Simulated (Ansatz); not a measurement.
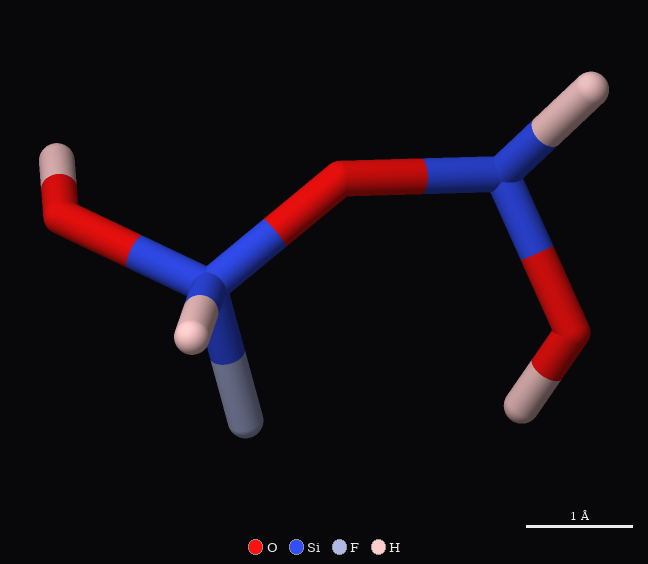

The structure as it stands in the input.

Ansatz 0.2.0 input:

```yaml
crystal:
  periodic: [false, false, false]
  atoms:
    - {symbol: O, position_ang: [0.361610, -2.299558, -0.722395]}
    - {symbol: Si, position_ang: [1.353762, -0.994060, -0.809519]}
    - {symbol: O, position_ang: [0.771208, 0.257823, 0.094225]}
    - {symbol: Si, position_ang: [-0.635320, 0.828630, 0.662582]}
    - {symbol: O, position_ang: [-0.801719, 2.414219, 0.383617]}
    - {symbol: F, position_ang: [-1.783935, 0.005143, -0.089382]}
    - {symbol: H, position_ang: [-0.562839, -2.174982, -0.950428]}
    - {symbol: H, position_ang: [2.643641, -1.432147, -0.205657]}
    - {symbol: H, position_ang: [-0.790927, 0.616306, 2.104524]}
    - {symbol: H, position_ang: [-0.555471, 2.778646, -0.467566]}
basis:
  gaussian: {orbitals: def2-TZVPP}
magnetization: {spin_polarized: true, initial_magnetization: 1}
hamiltonian: {xc: {name: B2PLYP}}
```

Command:

```sh
ansatz run in.yaml --threads 2 --pin off --events-out ev --progress --plain --max-ram 32768MiB --backend cpu
```

Output:

```
Functional definition: B2PLYP
  name "B2PLYP"
  cite "Grimme, J. Chem. Phys. 124, 034108 (2006) doi:10.1063/1.2148954"
  cite "Becke, Phys. Rev. A 38, 3098 (1988) doi:10.1103/PhysRevA.38.3098"
  cite "Lee, Yang & Parr, Phys. Rev. B 37, 785 (1988) doi:10.1103/PhysRevB.37.785"
  parameter a = 0.53
  parameter c = 0.27
  exchange = (1 - a)*b88_x + a*exact_x
  correlation = (1 - c)*lyp_c + c*(mp2_os + mp2_ss)
1612 factors; integrals over basis functions are off by at most 1.2e-3 eV
mean field evaluation 1: about -24657.0016 eV, gradient 5.6e1 eV
mean field evaluation 2: about -24657.1877 eV, gradient 5.6e1 eV
mean field evaluation 4: about -24666.9068 eV, gradient 3.2e0 eV
mean field evaluation 8: about -24666.9913 eV, gradient 3.8e-1 eV
mean field evaluation 16: about -24666.9928 eV, gradient 1.8e-3 eV
mean field -24666.99277236 eV, -906.4952644961 hartree, gradient 6.6e-6 eV, S^2 0.753239; 0 other end points of the search recorded, 0 dependent functions left out
14 core orbitals not correlated: weight in the atoms' cores, before any rotation towards them, 1.000 or more for the frozen orbitals, at most 0.000 for the correlated occupied ones
reference -24666.99294454 eV, -906.4952708235 hartree; 19, 18 occupied and 231, 232 virtual orbitals, 1612 factors
second order -38.25842411 eV of doubles, -0.00000000 eV of singles
Total energy: -24677.32271905 eV, -906.8748830350 hartree
```
